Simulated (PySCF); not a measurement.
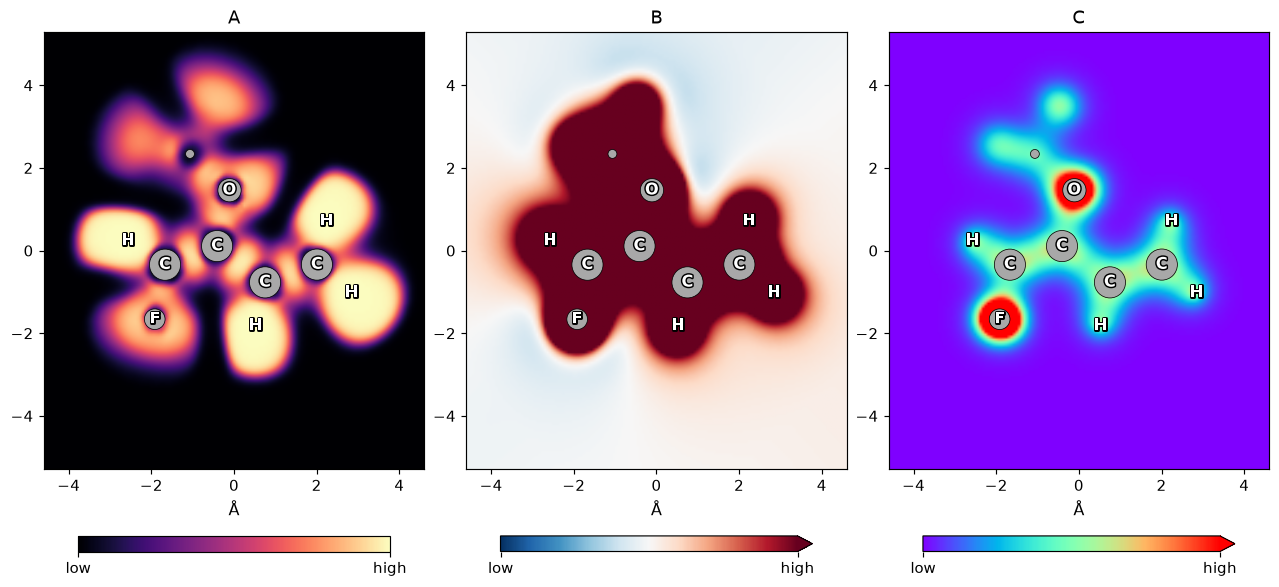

C₅H₅F₃O (SMILES C=C/C(=C\F)OC(F)F): 3 fields on the plane of atoms C2, C3 and O6, with unlabelled colour scales. Grey discs cover the atomic cores.

Geometry: GFN2-xTB.

These are results of PBE0/pcSseg-1, SCF density, gas phase, non-relativistic in PySCF 2.14.0, not measurements.

The panels show electron density, electron localisation function and electrostatic potential in some order. Assign them.

Answer. Panel A: electron localisation function. Panel B: electrostatic potential (strongly positive close to the atoms, with negative regions outside electron-rich atoms). Panel C: electron density. From the grid: C–C (1.33 Å): the density is about 2.3 e/Å³ at the midpoint; the ELF peaks at about 0.90 between the atoms; a multiple bond. C–F (1.34 Å): ρ at the midpoint is about 2.3 e/Å³; the ELF peaks at about 0.85 between the atoms (a shared but strongly polarised pair).
